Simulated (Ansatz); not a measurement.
One stationary structure of AlN. Space group Fm-3m (No. 225), rock salt type. Level of theory: r2SCAN (plane waves to 500 eV, PAW, scalar-relativistic; Ansatz, a first-principles code).

```cif
data_Al4N4
_chemical_formula_sum 'Al4 N4'
_space_group_name_H-M_alt 'Fm-3m'
_space_group_IT_number 225
_space_group_name_Hall '-F 4 2 3'
_cell_length_a 4.03778
_cell_length_b 4.03778
_cell_length_c 4.03778
_cell_angle_alpha 90.000
_cell_angle_beta 90.000
_cell_angle_gamma 90.000
loop_
_atom_site_label
_atom_site_type_symbol
_atom_site_symmetry_multiplicity
_atom_site_Wyckoff_symbol
_atom_site_fract_x
_atom_site_fract_y
_atom_site_fract_z
_atom_site_occupancy
Al1 Al 4 b 0.50000 0.50000 0.50000 1
N1 N 4 a 0.00000 0.00000 0.00000 1
```
(The calculation used a cell of 2 atoms; values per cell refer to that cell.)

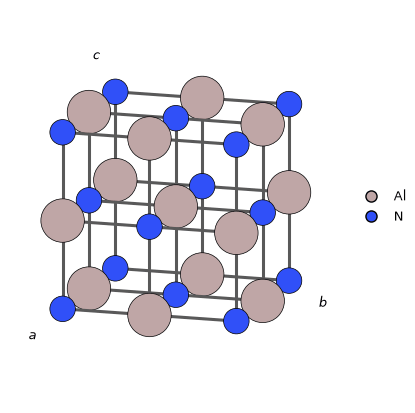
Figure. The conventional cell of the relaxed structure

```json
{
  "volume_per_atom": "8.23 Å³",
  "band_gap": "5.52 eV, indirect (valence top at Γ, conduction bottom at X) (no spin-orbit coupling)",
  "smallest_direct_gap": "6.53 eV at Γ",
  "shortest_distances": "Al–N 2.02 Å; Al–Al 2.86 Å; N–N 2.86 Å",
  "k-mesh": "14×14×14"
}
```

No spin polarisation in the result.

The run could not lose the symmetry of its start.

The relaxed structure has the type that AlN is known to take under pressure; here it was relaxed at zero pressure, from a generated start.
